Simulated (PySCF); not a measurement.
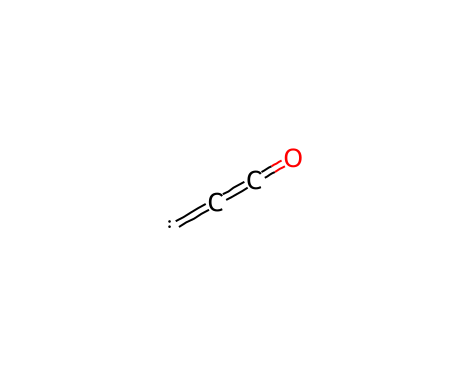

Computed geometry: PBE0-D3(BJ)/def2-SVP optimisation. No frequency run is at hand to confirm it as a minimum. Program: PySCF 2.14.0.

Compare dipole (D), HOMO–LUMO gap (eV) at these levels: B3LYP/pcJ-1; KT3/pcSseg-2; PBE0/pcSseg-1; PBE0/pcSseg-1 in acetonitrile (IEF-PCM); PBE0/pcSseg-1 in water (IEF-PCM); ωB97X-D/def2-SVPD; ωB97X-D/def2-SVPD in acetonitrile (IEF-PCM).

| level | dipole (D) | HOMO–LUMO gap (eV) |
| --- | --- | --- |
| B3LYP/pcJ-1 | 2.12 | 5.43 |
| KT3/pcSseg-2 | 2.22 | 3.70 |
| PBE0/pcSseg-1 | 2.15 | 5.92 |
| PBE0/pcSseg-1 in acetonitrile (IEF-PCM) | 3.10 | 6.19 |
| PBE0/pcSseg-1 in water (IEF-PCM) | 3.13 | 6.19 |
| ωB97X-D/def2-SVPD | 2.30 | 9.61 |
| ωB97X-D/def2-SVPD in acetonitrile (IEF-PCM) | 3.33 | 9.89 |
